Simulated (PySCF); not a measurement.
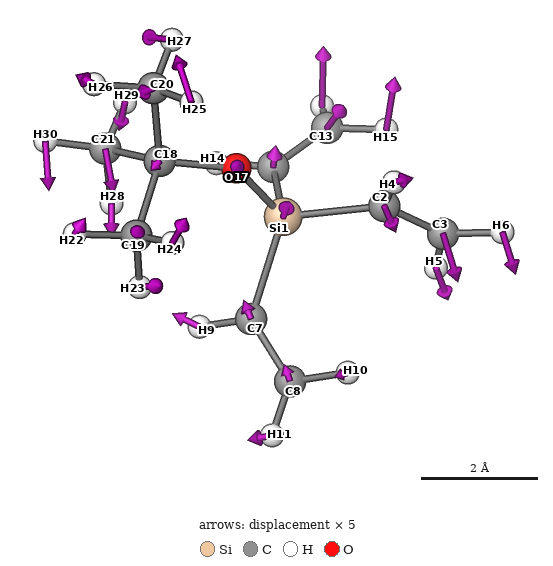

This is a relaxation of C$_{10}$H$_{18}$OSi. The starting structure is drawn; purple arrows show the displacements, 5 times their true length. The two geometries are superimposed by the best rigid fit.

Style: ball-and-stick. Shown at a tilt.

The start comes from GFN2-xTB. Its atoms were then displaced at random by about 0.03 Å.

All numbers below come from PBE0-D3(BJ)/def2-SVP geometry optimisation, gas phase (PySCF 2.14.0, density-fitted response routines). 

> Atoms of which element are displaced furthest, and by how much?

Hydrogen: up to 0.27 Å, against 0.19 Å for carbon.

> What did the optimiser do to the structure, and how much energy did it gain?

Over 10 geometry steps the energy falls by 158.6 kJ/mol. The atom that moves furthest after the best rigid fit is an H atom (0.27 Å). By element the largest moves are H 0.27 Å, C 0.19 Å, Si 0.11 Å, O 0.06 Å. Some distances before and after: C–Si 1.987 → 1.874 Å, C–H 0.994 → 1.096 Å, O–Si 1.576 → 1.669 Å, C–H 1.017 → 1.098 Å. Among the angles between lasting bonds that change: C–C–H 113.5° → 121.5°, C–C–H 105.4° → 111.2°, C–C–H 111.8° → 117.5°.
